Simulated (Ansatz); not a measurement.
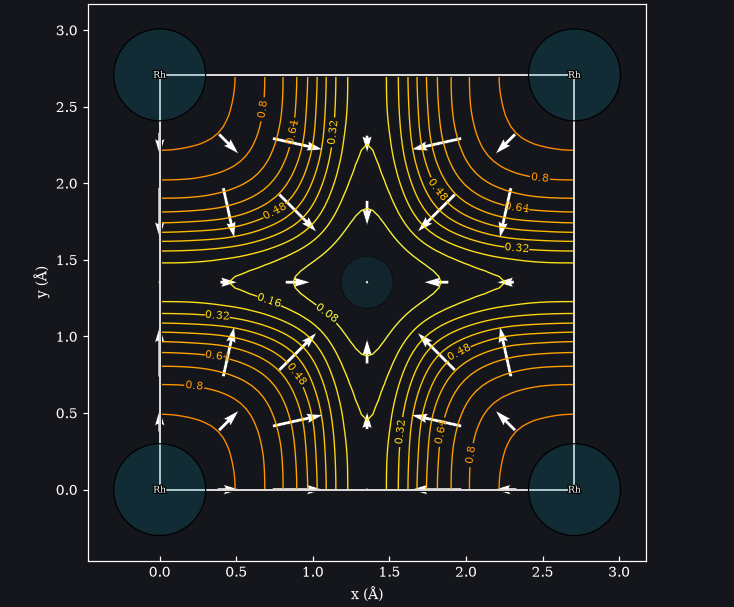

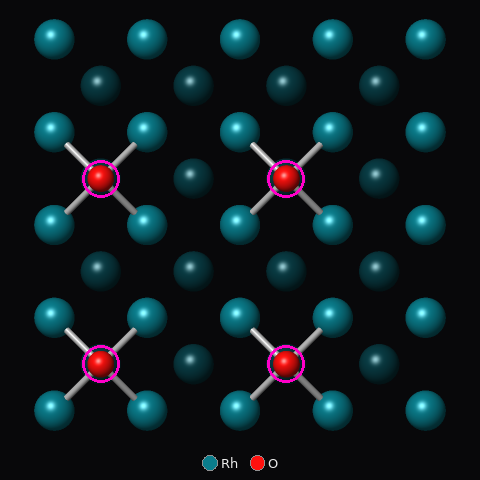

Energy landscape of O on a Rh(100) slab cut from the Fm-3m phase, its upper half relaxed before the scan (12 atoms of substrate and one adsorbate in a 2 × 2 cell). O is moved over the surface cell; relaxed at each place: the height of the adsorbate's atoms; substrate rigid; the origin of the map has the adsorbate above Rh9. Places are given modulo a cell vector. The map is drawn in real space over the plane of the surface. The grid has 6 × 6 points; 10 points were computed and 26 follow by symmetry. Places are given in fractions of the 1 × 1 surface cell. Energies: eV, counted from the lowest grid point. The runs have no spin polarisation; a magnetic state may lie lower. Level of theory: DFT PBE, scalar-relativistic, plane waves, PAW (Ansatz 0.2.0). Settings: cutoff 420 eV, k-mesh 5×5×1, gaussian smearing 0.1 eV, no spin polarisation.

The picture shows contour lines labelled in eV, arrows along the force (downhill), their lengths compressed, labelled circles for the atoms of the top layer and small ones for the second layer, the outline of one cell of the plane. Between grid points the surface is interpolated. The second picture is the structure at the lowest point; rings mark the moved atoms.

Where are the wells?

The lowest grid point is at a fourfold hollow over a second-layer Rh atom, (3/6, 3/6) of the cell vectors. The highest grid point, the top site over a surface Rh atom, (0/6, 0/6) of the cell vectors, lies 0.92 eV above the lowest. On the interpolated surface the easiest way out of the lowest well to its copy in the next cell or period passes a barrier of about 0.18 eV. At the lowest point the adsorbate has 4 Rh at 2.17 Å as nearest neighbours, at the highest 1 Rh at 1.75 Å. Its relaxed height above the top atom is 1.02 Å at the lowest and 1.75 Å at the highest point.

The whole map (10 points run) took 19 min on 4 threads of Arm Neoverse N1, on a shared host.

PAW datasets: the set soft_1.
